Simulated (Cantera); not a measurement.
A closed system holds: 1 mol CuF2, a varied amount of N2, at 1773 K and 130 Pa.

Cantera equilibrium calculation (NASA polynomials, part measured and part estimated; ideal gas, pure solids and liquids). Candidate condensed phases: Cu, CuF2; 11 gas species. Equilibrium is a limit: real reactors are often held back by kinetics, nucleation or transport.

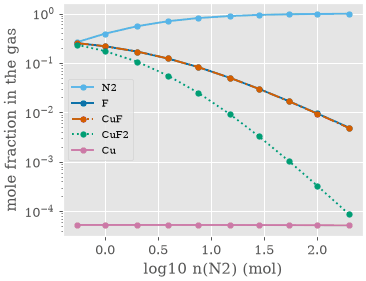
Figure. Equilibrium gas composition (values under 1e-9 drawn at 1e-9)

Problem. Read off the mole fractions at 15 mol N2.

Solution. N2 about 0.89, F about 0.050, CuF about 0.050, CuF2 about 0.0092, Cu about 5.3e-5.
